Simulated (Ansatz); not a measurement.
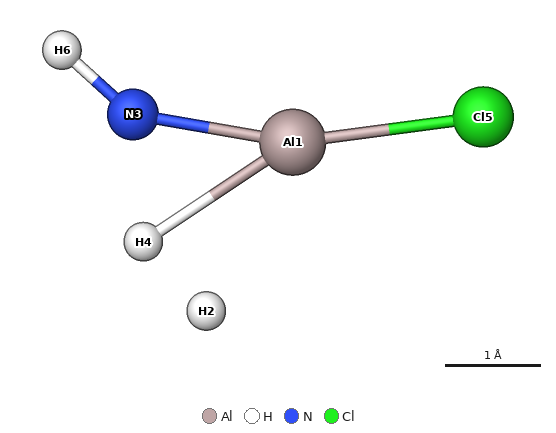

The input geometry (ball-and-stick view, seen on its broad side; atoms are numbered from 1 in the order of the input). Sticks mark near contacts. Bond lengths as drawn: Al–Cl 2.03 Å, Al–H 1.90 Å, Al–N 1.71 Å and H–N 1.01 Å.

# Run report: AlNH₃Cl, molecular dynamics (part 1 of 2)

The run: molecular dynamics of AlNH₃Cl. Method and program: UKS revPBE-D4/def2-SVP (Ansatz 0.2.0).

It belongs to a series of runs on one base structure; here: dynamics from the start. Figures and captions count atoms from 1; the log counts them from 0 in places.

The program's output:
```
Engine: ansatz 0.2.0, x86_64-unknown-linux-gnu
Functional definition: revPBE
  parameter kappa = 1.245
  parameter beta = 0.06672455060314922
  exchange = pbe_x(kappa = kappa, mu = beta*pi^2/3)
  correlation = pbe_c(beta = beta)
734 factors; their error is unknown
mean field evaluation 1: about -20634.0599 eV, gradient 5.2e1 eV
mean field evaluation 2: about -20528.6281 eV, gradient 1.1e2 eV
mean field evaluation 4: about -20645.7554 eV, gradient 1.4e1 eV
mean field evaluation 8: about -20646.8025 eV, gradient 1.7e-1 eV
mean field evaluation 16: about -20646.7610 eV, gradient 1.4e-4 eV
mean field -20646.76100399 eV, -758.7544720195 hartree, gradient 2.8e-5 eV, S^2 0.000000; 0 other end points of the search recorded, 0 dependent functions left out
the calculation of the forces begins
reference -20646.76104753 eV, -758.7544736195 hartree; 20, 20 occupied and 45, 45 virtual orbitals, 734 factors
md step     0: t =     0.00 fs  T =   300.0 K  F+E_penalty+E_count = -20647.06304019 eV  E_kin = 0.155112 eV  conserved = -20646.90792819 eV  (30 SCF iters)
these checks for a lower state are left out or cut short: starts, cluster_reference, orbital_swaps, neighbouring_geometries, increment
734 factors; their error is unknown
mean field -20646.76065730 eV, -758.7544592787 hartree, gradient 7.4e-6 eV, S^2 0.000000; 0 other end points of the search recorded, 0 dependent functions left out
the calculation of the forces begins
reference -20646.76070088 eV, -758.7544608801 hartree; 20, 20 occupied and 45, 45 virtual orbitals, 734 factors
md step     1: t =     0.50 fs  T =   297.0 K  F+E_penalty+E_count = -20647.06154192 eV  E_kin = 0.153565 eV  conserved = -20646.90797734 eV  (32 SCF iters, 3 dispersion substeps)
[... from here on the SCF iterations and repeated set-up lines of each step are left out, up to the last step ...]
md step     2: t =     1.00 fs  T =   318.4 K  F+E_penalty+E_count = -20647.07273659 eV  E_kin = 0.164646 eV  conserved = -20646.90809034 eV  (32 SCF iters, 3 dispersion substeps)
md step     3: t =     1.50 fs  T =   360.8 K  F+E_penalty+E_count = -20647.09479676 eV  E_kin = 0.186566 eV  conserved = -20646.90823119 eV  (31 SCF iters, 3 dispersion substeps)
md step     4: t =     2.00 fs  T =   419.5 K  F+E_penalty+E_count = -20647.12525700 eV  E_kin = 0.216924 eV  conserved = -20646.90833312 eV  (31 SCF iters, 3 dispersion substeps)
md step     5: t =     2.50 fs  T =   491.1 K  F+E_penalty+E_count = -20647.16226759 eV  E_kin = 0.253927 eV  conserved = -20646.90834022 eV  (32 SCF iters, 3 dispersion substeps)
md step     6: t =     3.00 fs  T =   575.1 K  F+E_penalty+E_count = -20647.20556232 eV  E_kin = 0.297332 eV  conserved = -20646.90823074 eV  (32 SCF iters, 3 dispersion substeps)
md step     7: t =     3.50 fs  T =   674.5 K  F+E_penalty+E_count = -20647.25676368 eV  E_kin = 0.348748 eV  conserved = -20646.90801545 eV  (31 SCF iters, 3 dispersion substeps)
md step     8: t =     4.00 fs  T =   795.8 K  F+E_penalty+E_count = -20647.31917705 eV  E_kin = 0.411448 eV  conserved = -20646.90772918 eV  (31 SCF iters, 3 dispersion substeps)
md step     9: t =     4.50 fs  T =   947.4 K  F+E_penalty+E_count = -20647.39725326 eV  E_kin = 0.489827 eV  conserved = -20646.90742613 eV  (31 SCF iters, 3 dispersion substeps)
md step    10: t =     5.00 fs  T =  1138.4 K  F+E_penalty+E_count = -20647.49579021 eV  E_kin = 0.588600 eV  conserved = -20646.90719032 eV  (31 SCF iters, 3 dispersion substeps)
md step    11: t =     5.50 fs  T =  1376.4 K  F+E_penalty+E_count = -20647.61880048 eV  E_kin = 0.711639 eV  conserved = -20646.90716121 eV  (30 SCF iters, 3 dispersion substeps)
md step    12: t =     6.00 fs  T =  1663.6 K  F+E_penalty+E_count = -20647.76772338 eV  E_kin = 0.860164 eV  conserved = -20646.90755899 eV  (30 SCF iters, 3 dispersion substeps)
md step    13: t =     6.50 fs  T =  1991.9 K  F+E_penalty+E_count = -20647.93852996 eV  E_kin = 1.029871 eV  conserved = -20646.90865861 eV  (30 SCF iters, 3 dispersion substeps)
md step    14: t =     7.00 fs  T =  2335.3 K  F+E_penalty+E_count = -20648.11803869 eV  E_kin = 1.207444 eV  conserved = -20646.91059437 eV  (30 SCF iters, 3 dispersion substeps)
md step    15: t =     7.50 fs  T =  2649.1 K  F+E_penalty+E_count = -20648.28253953 eV  E_kin = 1.369666 eV  conserved = -20646.91287332 eV  (30 SCF iters, 3 dispersion substeps)
md step    16: t =     8.00 fs  T =  2885.5 K  F+E_penalty+E_count = -20648.40582854 eV  E_kin = 1.491943 eV  conserved = -20646.91388594 eV  (30 SCF iters, 3 dispersion substeps)
md step    17: t =     8.50 fs  T =  3037.3 K  F+E_penalty+E_count = -20648.48209514 eV  E_kin = 1.570395 eV  conserved = -20646.91170023 eV  (29 SCF iters, 5 dispersion substeps)
md step    18: t =     9.00 fs  T =  3176.2 K  F+E_penalty+E_count = -20648.54947276 eV  E_kin = 1.642214 eV  conserved = -20646.90725898 eV  (29 SCF iters, 5 dispersion substeps)
md step    19: t =     9.50 fs  T =  3415.5 K  F+E_penalty+E_count = -20648.67176114 eV  E_kin = 1.765945 eV  conserved = -20646.90581660 eV  (29 SCF iters, 5 dispersion substeps)
md step    20: t =    10.00 fs  T =  3785.2 K  F+E_penalty+E_count = -20648.86746284 eV  E_kin = 1.957112 eV  conserved = -20646.91035098 eV  (29 SCF iters, 5 dispersion substeps)
md step    21: t =    10.50 fs  T =  4170.6 K  F+E_penalty+E_count = -20649.07288517 eV  E_kin = 2.156380 eV  conserved = -20646.91650553 eV  (28 SCF iters, 5 dispersion substeps)
md step    22: t =    11.00 fs  T =  4409.8 K  F+E_penalty+E_count = -20649.19926859 eV  E_kin = 2.280060 eV  conserved = -20646.91920814 eV  (29 SCF iters, 5 dispersion substeps)
md step    23: t =    11.50 fs  T =  4418.7 K  F+E_penalty+E_count = -20649.20274262 eV  E_kin = 2.284630 eV  conserved = -20646.91811253 eV  (29 SCF iters, 5 dispersion substeps)
md step    24: t =    12.00 fs  T =  4214.3 K  F+E_penalty+E_count = -20649.09422252 eV  E_kin = 2.178961 eV  conserved = -20646.91526189 eV  (29 SCF iters, 5 dispersion substeps)
md step    25: t =    12.50 fs  T =  3869.8 K  F+E_penalty+E_count = -20648.91307173 eV  E_kin = 2.000827 eV  conserved = -20646.91224495 eV  (30 SCF iters, 5 dispersion substeps)
md step    26: t =    13.00 fs  T =  3469.3 K  F+E_penalty+E_count = -20648.70348794 eV  E_kin = 1.793760 eV  conserved = -20646.90972758 eV  (30 SCF iters, 5 dispersion substeps)
md step    27: t =    13.50 fs  T =  3085.8 K  F+E_penalty+E_count = -20648.50337344 eV  E_kin = 1.595476 eV  conserved = -20646.90789749 eV  (31 SCF iters, 5 dispersion substeps)
md step    28: t =    14.00 fs  T =  2773.2 K  F+E_penalty+E_count = -20648.34064264 eV  E_kin = 1.433850 eV  conserved = -20646.90679217 eV  (31 SCF iters, 5 dispersion substeps)
md step    29: t =    14.50 fs  T =  2564.5 K  F+E_penalty+E_count = -20648.23229740 eV  E_kin = 1.325926 eV  conserved = -20646.90637145 eV  (31 SCF iters, 5 dispersion substeps)
md step    30: t =    15.00 fs  T =  2472.6 K  F+E_penalty+E_count = -20648.18494861 eV  E_kin = 1.278425 eV  conserved = -20646.90652331 eV  (32 SCF iters, 5 dispersion substeps)
md step    31: t =    15.50 fs  T =  2493.8 K  F+E_penalty+E_count = -20648.19648386 eV  E_kin = 1.289381 eV  conserved = -20646.90710289 eV  (30 SCF iters, 5 dispersion substeps)
md step    32: t =    16.00 fs  T =  2611.2 K  F+E_penalty+E_count = -20648.25812310 eV  E_kin = 1.350114 eV  conserved = -20646.90800897 eV  (30 SCF iters, 5 dispersion substeps)
md step    33: t =    16.50 fs  T =  2797.7 K  F+E_penalty+E_count = -20648.35576710 eV  E_kin = 1.446507 eV  conserved = -20646.90926053 eV  (30 SCF iters, 5 dispersion substeps)
md step    34: t =    17.00 fs  T =  3014.8 K  F+E_penalty+E_count = -20648.46979516 eV  E_kin = 1.558773 eV  conserved = -20646.91102231 eV  (30 SCF iters, 5 dispersion substeps)
md step    35: t =    17.50 fs  T =  3210.0 K  F+E_penalty+E_count = -20648.57319622 eV  E_kin = 1.659676 eV  conserved = -20646.91351997 eV  (29 SCF iters, 5 dispersion substeps)
md step    36: t =    18.00 fs  T =  3313.1 K  F+E_penalty+E_count = -20648.62967383 eV  E_kin = 1.713028 eV  conserved = -20646.91664607 eV  (29 SCF iters, 5 dispersion substeps)
md step    37: t =    18.50 fs  T =  3247.0 K  F+E_penalty+E_count = -20648.59793089 eV  E_kin = 1.678854 eV  conserved = -20646.91907660 eV  (29 SCF iters, 5 dispersion substeps)
md step    38: t =    19.00 fs  T =  2972.2 K  F+E_penalty+E_count = -20648.45437440 eV  E_kin = 1.536750 eV  conserved = -20646.91762475 eV  (28 SCF iters, 5 dispersion substeps)
md step    39: t =    19.50 fs  T =  2569.7 K  F+E_penalty+E_count = -20648.23863115 eV  E_kin = 1.328661 eV  conserved = -20646.90997048 eV  (29 SCF iters, 5 dispersion substeps)
md step    40: t =    20.00 fs  T =  2271.4 K  F+E_penalty+E_count = -20648.07599918 eV  E_kin = 1.174379 eV  conserved = -20646.90162014 eV  (29 SCF iters, 5 dispersion substeps)
md step    41: t =    20.50 fs  T =  2294.7 K  F+E_penalty+E_count = -20648.08950730 eV  E_kin = 1.186426 eV  conserved = -20646.90308087 eV  (29 SCF iters, 5 dispersion substeps)
md step    42: t =    21.00 fs  T =  2602.1 K  F+E_penalty+E_count = -20648.25826432 eV  E_kin = 1.345377 eV  conserved = -20646.91288695 eV  (31 SCF iters, 5 dispersion substeps)
md step    43: t =    21.50 fs  T =  2934.3 K  F+E_penalty+E_count = -20648.43702119 eV  E_kin = 1.517143 eV  conserved = -20646.91987818 eV  (30 SCF iters, 5 dispersion substeps)
md step    44: t =    22.00 fs  T =  3073.2 K  F+E_penalty+E_count = -20648.50896361 eV  E_kin = 1.588979 eV  conserved = -20646.91998447 eV  (30 SCF iters, 5 dispersion substeps)
md step    45: t =    22.50 fs  T =  2976.1 K  F+E_penalty+E_count = -20648.45513428 eV  E_kin = 1.538740 eV  conserved = -20646.91639450 eV  (31 SCF iters, 5 dispersion substeps)
md step    46: t =    23.00 fs  T =  2718.5 K  F+E_penalty+E_count = -20648.31802664 eV  E_kin = 1.405562 eV  conserved = -20646.91246417 eV  (30 SCF iters, 5 dispersion substeps)
md step    47: t =    23.50 fs  T =  2403.6 K  F+E_penalty+E_count = -20648.15228261 eV  E_kin = 1.242747 eV  conserved = -20646.90953529 eV  (31 SCF iters, 5 dispersion substeps)
md step    48: t =    24.00 fs  T =  2115.2 K  F+E_penalty+E_count = -20648.00138479 eV  E_kin = 1.093665 eV  conserved = -20646.90772003 eV  (30 SCF iters, 5 dispersion substeps)
md step    49: t =    24.50 fs  T =  1908.2 K  F+E_penalty+E_count = -20647.89336861 eV  E_kin = 0.986609 eV  conserved = -20646.90675972 eV  (31 SCF iters, 5 dispersion substeps)
md step    50: t =    25.00 fs  T =  1812.3 K  F+E_penalty+E_count = -20647.84341475 eV  E_kin = 0.937013 eV  conserved = -20646.90640175 eV  (30 SCF iters, 5 dispersion substeps)
md step    51: t =    25.50 fs  T =  1838.7 K  F+E_penalty+E_count = -20647.85719664 eV  E_kin = 0.950687 eV  conserved = -20646.90650982 eV  (30 SCF iters, 5 dispersion substeps)
md step    52: t =    26.00 fs  T =  1983.9 K  F+E_penalty+E_count = -20647.93284016 eV  E_kin = 1.025750 eV  conserved = -20646.90709037 eV  (29 SCF iters, 5 dispersion substeps)
md step    53: t =    26.50 fs  T =  2229.1 K  F+E_penalty+E_count = -20648.06082261 eV  E_kin = 1.152520 eV  conserved = -20646.90830287 eV  (29 SCF iters, 5 dispersion substeps)
md step    54: t =    27.00 fs  T =  2536.2 K  F+E_penalty+E_count = -20648.22174627 eV  E_kin = 1.311305 eV  conserved = -20646.91044085 eV  (29 SCF iters, 5 dispersion substeps)
md step    55: t =    27.50 fs  T =  2840.9 K  F+E_penalty+E_count = -20648.38265794 eV  E_kin = 1.468879 eV  conserved = -20646.91377886 eV  (28 SCF iters, 5 dispersion substeps)
md step    56: t =    28.00 fs  T =  3049.7 K  F+E_penalty+E_count = -20648.49482924 eV  E_kin = 1.576830 eV  conserved = -20646.91799945 eV  (29 SCF iters, 5 dispersion substeps)
md step    57: t =    28.50 fs  T =  3058.0 K  F+E_penalty+E_count = -20648.50206539 eV  E_kin = 1.581103 eV  conserved = -20646.92096209 eV  (29 SCF iters, 5 dispersion substeps)
md step    58: t =    29.00 fs  T =  2819.7 K  F+E_penalty+E_count = -20648.37606609 eV  E_kin = 1.457910 eV  conserved = -20646.91815640 eV  (28 SCF iters, 5 dispersion substeps)
md step    59: t =    29.50 fs  T =  2458.7 K  F+E_penalty+E_count = -20648.17883715 eV  E_kin = 1.271230 eV  conserved = -20646.90760706 eV  (29 SCF iters, 5 dispersion substeps)
md step    60: t =    30.00 fs  T =  2274.3 K  F+E_penalty+E_count = -20648.07480978 eV  E_kin = 1.175880 eV  conserved = -20646.89893005 eV  (30 SCF iters, 5 dispersion substeps)
md step    61: t =    30.50 fs  T =  2483.3 K  F+E_penalty+E_count = -20648.18788904 eV  E_kin = 1.283966 eV  conserved = -20646.90392283 eV  (28 SCF iters, 5 dispersion substeps)
md step    62: t =    31.00 fs  T =  2963.2 K  F+E_penalty+E_count = -20648.44767552 eV  E_kin = 1.532070 eV  conserved = -20646.91560514 eV  (28 SCF iters, 5 dispersion substeps)
md step    63: t =    31.50 fs  T =  3401.4 K  F+E_penalty+E_count = -20648.67975867 eV  E_kin = 1.758682 eV  conserved = -20646.92107650 eV  (29 SCF iters, 5 dispersion substeps)
md step    64: t =    32.00 fs  T =  3609.4 K  F+E_penalty+E_count = -20648.78547631 eV  E_kin = 1.866188 eV  conserved = -20646.91928795 eV  (29 SCF iters, 5 dispersion substeps)
md step    65: t =    32.50 fs  T =  3594.0 K  F+E_penalty+E_count = -20648.77325718 eV  E_kin = 1.858219 eV  conserved = -20646.91503773 eV  (29 SCF iters, 5 dispersion substeps)
md step    66: t =    33.00 fs  T =  3453.0 K  F+E_penalty+E_count = -20648.69676268 eV  E_kin = 1.785327 eV  conserved = -20646.91143580 eV  (29 SCF iters, 5 dispersion substeps)
md step    67: t =    33.50 fs  T =  3283.2 K  F+E_penalty+E_count = -20648.60679425 eV  E_kin = 1.697542 eV  conserved = -20646.90925270 eV  (29 SCF iters, 5 dispersion substeps)
md step    68: t =    34.00 fs  T =  3148.4 K  F+E_penalty+E_count = -20648.53610085 eV  E_kin = 1.627872 eV  conserved = -20646.90822917 eV  (29 SCF iters, 5 dispersion substeps)
md step    69: t =    34.50 fs  T =  3081.1 K  F+E_penalty+E_count = -20648.50094125 eV  E_kin = 1.593028 eV  conserved = -20646.90791286 eV  (29 SCF iters, 5 dispersion substeps)
md step    70: t =    35.00 fs  T =  3092.3 K  F+E_penalty+E_count = -20648.50681094 eV  E_kin = 1.598845 eV  conserved = -20646.90796554 eV  (30 SCF iters, 5 dispersion substeps)
md step    71: t =    35.50 fs  T =  3181.5 K  F+E_penalty+E_count = -20648.55321021 eV  E_kin = 1.644973 eV  conserved = -20646.90823761 eV  (29 SCF iters, 5 dispersion substeps)
md step    72: t =    36.00 fs  T =  3340.4 K  F+E_penalty+E_count = -20648.63587099 eV  E_kin = 1.727097 eV  conserved = -20646.90877414 eV  (30 SCF iters, 5 dispersion substeps)
md step    73: t =    36.50 fs  T =  3551.7 K  F+E_penalty+E_count = -20648.74614501 eV  E_kin = 1.836360 eV  conserved = -20646.90978546 eV  (30 SCF iters, 5 dispersion substeps)
md step    74: t =    37.00 fs  T =  3783.9 K  F+E_penalty+E_count = -20648.86801096 eV  E_kin = 1.956416 eV  conserved = -20646.91159471 eV  (30 SCF iters, 5 dispersion substeps)
md step    75: t =    37.50 fs  T =  3982.9 K  F+E_penalty+E_count = -20648.97382173 eV  E_kin = 2.059326 eV  conserved = -20646.91449534 eV  (29 SCF iters, 5 dispersion substeps)
md step    76: t =    38.00 fs  T =  4067.5 K  F+E_penalty+E_count = -20649.02138450 eV  E_kin = 2.103052 eV  conserved = -20646.91833219 eV  (30 SCF iters, 5 dispersion substeps)
md step    77: t =    38.50 fs  T =  3940.7 K  F+E_penalty+E_count = -20648.95909117 eV  E_kin = 2.037511 eV  conserved = -20646.92157999 eV  (30 SCF iters, 5 dispersion substeps)
md step    78: t =    39.00 fs  T =  3542.5 K  F+E_penalty+E_count = -20648.75215074 eV  E_kin = 1.831640 eV  conserved = -20646.92051117 eV  (30 SCF iters, 5 dispersion substeps)
md step    79: t =    39.50 fs  T =  2950.6 K  F+E_penalty+E_count = -20648.43724731 eV  E_kin = 1.525589 eV  conserved = -20646.91165843 eV  (29 SCF iters, 5 dispersion substeps)
md step    80: t =    40.00 fs  T =  2439.7 K  F+E_penalty+E_count = -20648.16140857 eV  E_kin = 1.261411 eV  conserved = -20646.89999710 eV  (30 SCF iters, 5 dispersion substeps)
md step    81: t =    40.50 fs  T =  2318.8 K  F+E_penalty+E_count = -20648.09757783 eV  E_kin = 1.198893 eV  conserved = -20646.89868440 eV  (30 SCF iters, 5 dispersion substeps)
md step    82: t =    41.00 fs  T =  2622.4 K  F+E_penalty+E_count = -20648.26488650 eV  E_kin = 1.355897 eV  conserved = -20646.90898907 eV  (30 SCF iters, 5 dispersion substeps)
md step    83: t =    41.50 fs  T =  3082.0 K  F+E_penalty+E_count = -20648.51176322 eV  E_kin = 1.593538 eV  conserved = -20646.91822502 eV  (31 SCF iters, 5 dispersion substeps)
md step    84: t =    42.00 fs  T =  3417.8 K  F+E_penalty+E_count = -20648.68721218 eV  E_kin = 1.767122 eV  conserved = -20646.92009049 eV  (30 SCF iters, 5 dispersion substeps)
md step    85: t =    42.50 fs  T =  3530.0 K  F+E_penalty+E_count = -20648.74249435 eV  E_kin = 1.825152 eV  conserved = -20646.91734224 eV  (30 SCF iters, 5 dispersion substeps)
md step    86: t =    43.00 fs  T =  3462.4 K  F+E_penalty+E_count = -20648.70387367 eV  E_kin = 1.790214 eV  conserved = -20646.91365957 eV  (30 SCF iters, 5 dispersion substeps)
md step    87: t =    43.50 fs  T =  3305.3 K  F+E_penalty+E_count = -20648.61968254 eV  E_kin = 1.708997 eV  conserved = -20646.91068566 eV  (31 SCF iters, 5 dispersion substeps)
md step    88: t =    44.00 fs  T =  3140.6 K  F+E_penalty+E_count = -20648.53252363 eV  E_kin = 1.623806 eV  conserved = -20646.90871731 eV  (30 SCF iters, 5 dispersion substeps)
md step    89: t =    44.50 fs  T =  3025.7 K  F+E_penalty+E_count = -20648.47201451 eV  E_kin = 1.564416 eV  conserved = -20646.90759824 eV  (30 SCF iters, 5 dispersion substeps)
md step    90: t =    45.00 fs  T =  2994.9 K  F+E_penalty+E_count = -20648.45561377 eV  E_kin = 1.548497 eV  conserved = -20646.90711666 eV  (30 SCF iters, 5 dispersion substeps)
md step    91: t =    45.50 fs  T =  3063.6 K  F+E_penalty+E_count = -20648.49114420 eV  E_kin = 1.584022 eV  conserved = -20646.90712248 eV  (30 SCF iters, 5 dispersion substeps)
md step    92: t =    46.00 fs  T =  3232.4 K  F+E_penalty+E_count = -20648.57881900 eV  E_kin = 1.671263 eV  conserved = -20646.90755627 eV  (30 SCF iters, 5 dispersion substeps)
md step    93: t =    46.50 fs  T =  3488.3 K  F+E_penalty+E_count = -20648.71205182 eV  E_kin = 1.803601 eV  conserved = -20646.90845130 eV  (30 SCF iters, 5 dispersion substeps)
md step    94: t =    47.00 fs  T =  3804.4 K  F+E_penalty+E_count = -20648.87693097 eV  E_kin = 1.967003 eV  conserved = -20646.90992809 eV  (30 SCF iters, 5 dispersion substeps)
md step    95: t =    47.50 fs  T =  4135.9 K  F+E_penalty+E_count = -20649.05057870 eV  E_kin = 2.138403 eV  conserved = -20646.91217568 eV  (30 SCF iters, 5 dispersion substeps)
md step    96: t =    48.00 fs  T =  4416.6 K  F+E_penalty+E_count = -20649.19890374 eV  E_kin = 2.283552 eV  conserved = -20646.91535209 eV  (28 SCF iters, 5 dispersion substeps)
md step    97: t =    48.50 fs  T =  4557.4 K  F+E_penalty+E_count = -20649.27554946 eV  E_kin = 2.356355 eV  conserved = -20646.91919411 eV  (28 SCF iters, 5 dispersion substeps)
md step    98: t =    49.00 fs  T =  4460.2 K  F+E_penalty+E_count = -20649.22822890 eV  E_kin = 2.306109 eV  conserved = -20646.92211970 eV  (28 SCF iters, 5 dispersion substeps)
md step    99: t =    49.50 fs  T =  4070.2 K  F+E_penalty+E_count = -20649.02502760 eV  E_kin = 2.104460 eV  conserved = -20646.92056807 eV  (29 SCF iters, 5 dispersion substeps)
md step   100: t =    50.00 fs  T =  3468.9 K  F+E_penalty+E_count = -20648.70542321 eV  E_kin = 1.793582 eV  conserved = -20646.91184072 eV  (28 SCF iters, 5 dispersion substeps)
md step   101: t =    50.50 fs  T =  2914.8 K  F+E_penalty+E_count = -20648.40853608 eV  E_kin = 1.507044 eV  conserved = -20646.90149163 eV  (29 SCF iters, 5 dispersion substeps)
md step   102: t =    51.00 fs  T =  2678.4 K  F+E_penalty+E_count = -20648.28563203 eV  E_kin = 1.384833 eV  conserved = -20646.90079910 eV  (30 SCF iters, 5 dispersion substeps)
md step   103: t =    51.50 fs  T =  2784.4 K  F+E_penalty+E_count = -20648.34879587 eV  E_kin = 1.439643 eV  conserved = -20646.90915268 eV  (28 SCF iters, 5 dispersion substeps)
md step   104: t =    52.00 fs  T =  3019.7 K  F+E_penalty+E_count = -20648.47705291 eV  E_kin = 1.561318 eV  conserved = -20646.91573464 eV  (29 SCF iters, 5 dispersion substeps)
md step   105: t =    52.50 fs  T =  3182.2 K  F+E_penalty+E_count = -20648.56175463 eV  E_kin = 1.645332 eV  conserved = -20646.91642229 eV  (29 SCF iters, 5 dispersion substeps)
md step   106: t =    53.00 fs  T =  3214.3 K  F+E_penalty+E_count = -20648.57600368 eV  E_kin = 1.661932 eV  conserved = -20646.91407216 eV  (30 SCF iters, 5 dispersion substeps)
md step   107: t =    53.50 fs  T =  3156.1 K  F+E_penalty+E_count = -20648.54340876 eV  E_kin = 1.631831 eV  conserved = -20646.91157790 eV  (30 SCF iters, 5 dispersion substeps)
md step   108: t =    54.00 fs  T =  3067.7 K  F+E_penalty+E_count = -20648.49601310 eV  E_kin = 1.586113 eV  conserved = -20646.90990003 eV  (30 SCF iters, 5 dispersion substeps)
md step   109: t =    54.50 fs  T =  2994.3 K  F+E_penalty+E_count = -20648.45711898 eV  E_kin = 1.548178 eV  conserved = -20646.90894060 eV  (30 SCF iters, 5 dispersion substeps)
md step   110: t =    55.00 fs  T =  2963.3 K  F+E_penalty+E_count = -20648.44051840 eV  E_kin = 1.532119 eV  conserved = -20646.90839958 eV  (30 SCF iters, 5 dispersion substeps)
```
